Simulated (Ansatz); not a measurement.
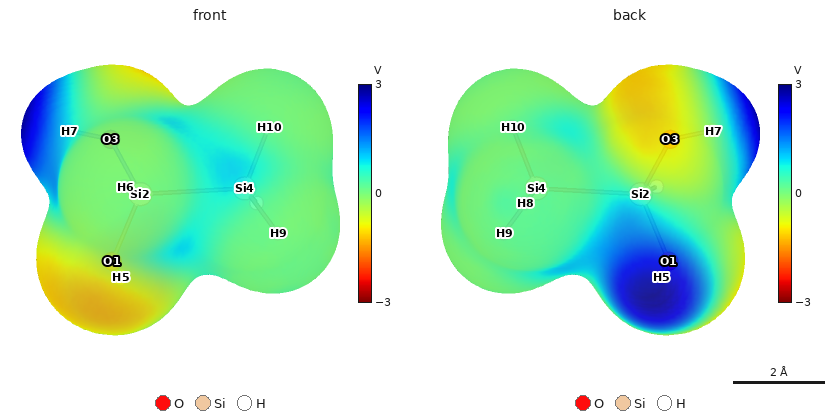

H6O2Si2 (SMILES O[SiH](O)[SiH3]). The electrostatic potential painted on the density surface at 0.002 e/bohr³, seen from the front and from behind; red is negative and blue positive.

Geometry: PBE0-D4/def2-TZVP.

Level of theory: RKS PBE0-D4/def2-TZVPP in Ansatz 0.2.0.

```xyz
10

O    -1.3063    0.3750   -1.4456
Si    0.0541    0.5909   -0.5413
O     1.4085    0.0064   -1.2741
Si   -0.0506   -0.5562    1.4999
H    -1.5948   -0.5255   -1.6034
H     0.1287    2.0679   -0.3968
H     1.6977    0.4335   -2.0829
H    -0.2703   -2.0094    1.2549
H    -1.1885   -0.0462    2.3129
H     1.2047   -0.3876    2.2792
```

Which sites attract a positive test charge, and which a negative one?

A positive charge is drawn to the negative regions and a negative charge to the positive ones. The most negative region (about −1.2 V) lies over O1, the most positive (about +2.7 V) over H5 and H7. O1 is the likeliest acceptor of a hydrogen bond.
